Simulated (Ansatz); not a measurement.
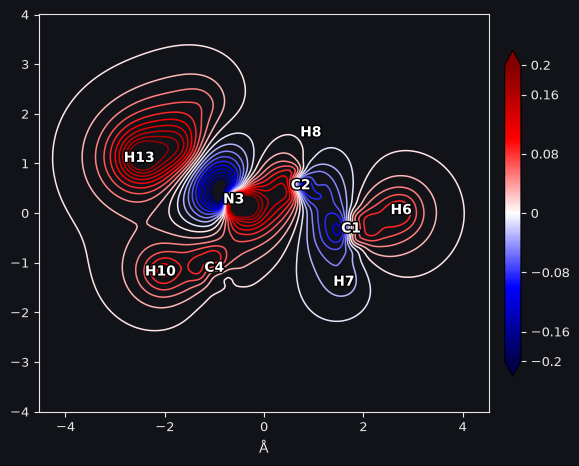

*C$_{4}$H$_{9}$N (SMILES C=CN(C)C). The HOMO−1 on the plane of atoms C1, C2 and H8 (values in Å⁻³ᐟ²; the overall sign is arbitrary).*

Geometry: PBE0-D4/def2-TZVP.

Method: RKS PBE0-D4/def2-TZVPP in Ansatz.

Input

```
crystal:
  periodic: [false, false, false]
  atoms:
    - {symbol: C, position_ang: [-1.865498, 0.858151, 0.313917]}
    - {symbol: C, position_ang: [-0.934709, -0.037422, 0.661367]}
    - {symbol: N, position_ang: [0.373603, -0.086789, 0.248379]}
    - {symbol: C, position_ang: [0.794213, 0.843119, -0.761222]}
    - {symbol: C, position_ang: [1.015814, -1.375600, 0.222273]}
    - {symbol: H, position_ang: [-2.841035, 0.815885, 0.777157]}
    - {symbol: H, position_ang: [-1.687284, 1.647087, -0.404682]}
    - {symbol: H, position_ang: [-1.186202, -0.820032, 1.372568]}
    - {symbol: H, position_ang: [0.553304, 1.862424, -0.451450]}
    - {symbol: H, position_ang: [1.874903, 0.770772, -0.892478]}
    - {symbol: H, position_ang: [0.311343, 0.660050, -1.734131]}
    - {symbol: H, position_ang: [0.703191, -1.958176, 1.090620]}
    - {symbol: H, position_ang: [2.100579, -1.252934, 0.268495]}
    - {symbol: H, position_ang: [0.774880, -1.955834, -0.681913]}
basis:
  gaussian: {orbitals: def2-TZVPP}
hamiltonian: {xc: pbe0, dispersion: d4}
output: {orbitals: {seedname: orbitals}}
```

Launched as:

```sh
ansatz run in.yaml --threads 4 --pin off --events-out ev --progress --plain --max-ram 10444MiB
```

### Where does this orbital lie, and at what energy?

By Hirshfeld shares it lies mainly on C2 (about 30 %), N3 (about 20 %), C1 (about 15 %) and C4 (about 5 %). Its energy is −8.61 eV.
